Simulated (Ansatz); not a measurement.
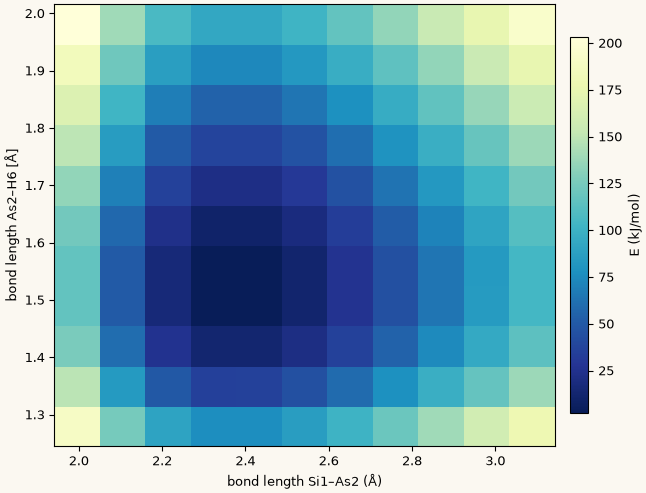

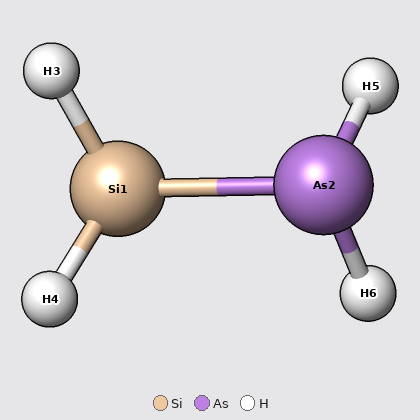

Energy landscape of AsH4Si, SMILES [SiH2][AsH2], spin multiplicity 2. The first coordinate is: bond length Si1–As2; the second: bond length As2–H6. Nothing is relaxed (all other coordinates rigid). The grid has 11 × 11 points. Points are written as (first, second). Energies are in kJ/mol, from the relaxed molecule at the same level. All numbers below come from UKS B3LYP-D4/def2-TZVP in Ansatz 0.2.0.

In the figure: one coloured cell a grid point. The second picture is the structure at the lowest point.

### Summarise what can be read from the map.

The lowest grid point is at (2.323 Å, 1.491 Å), 2.4 kJ/mol from the relaxed molecule at the same level. It is the only kind of minimum in the scanned range. The highest grid point, (1.996 Å, 1.981 Å), lies 201 kJ/mol above the lowest. Round the minimum the two coordinates are nearly uncoupled.

Grid values (kJ/mol):

```
bond length As2–H6 ↓, bond length Si1–As2 →  1.996  2.105  2.214  2.323  2.433  2.542  2.651  2.761  2.870  2.979  3.088
                                      1.981    203    139    106     93     93    102    116    135    154    174    194
                                      1.911    185    121     87     74     74     83     97    115    135    155    175
                                      1.841    167    102     68     55     55     64     78     96    116    136    156
                                      1.771    150     85     51     37     37     46     61     79     98    118    138
                                      1.701    135     70     35     22     22     31     45     63     83    103    122
                                      1.631    123     58     23     10     10     19     33     51     71     91    111
                                      1.561    116     51     16      2      2     12     26     44     64     84    104
                                      1.491    116     51     16      2      2     11     26     44     64     84    104
                                      1.421    126     60     26     12     12     21     36     54     74     94    114
                                      1.350    149     83     49     35     35     44     59     78     97    118    138
                                      1.280    190    125     90     76     77     86    101    119    139    159    179
```

The input of one point:

```yaml
crystal:
  periodic: [false, false, false]
  atoms:
    - { symbol: Si, position_ang: [-0.007964, -1.061373, 0.161665] }
    - { symbol: As, position_ang: [0.027545, 1.191923, -0.402006] }
    - { symbol: H, position_ang: [1.252336, -1.690517, -0.323822] }
    - { symbol: H, position_ang: [-1.146385, -1.709299, -0.548335] }
    - { symbol: H, position_ang: [1.038393, 1.56531, 0.675869] }
    - { symbol: H, position_ang: [-1.140359, 1.542651, 0.455941] }
magnetization:
  spin_polarized: true
  initial_magnetization: 1
basis:
  gaussian: { orbitals: def2-TZVP }
hamiltonian:
  xc: { name: B3LYP }
  dispersion: d4
output:
  forces: true
```

Each point was launched as `ansatz run input.yaml --threads 1 --pin off --max-ram 2560MiB --backend cpu --events-out ev --progress --plain --runs-dir out`. Time for the 121 points that were run: 11 min on 1 thread of Arm Neoverse V2 (shared host).
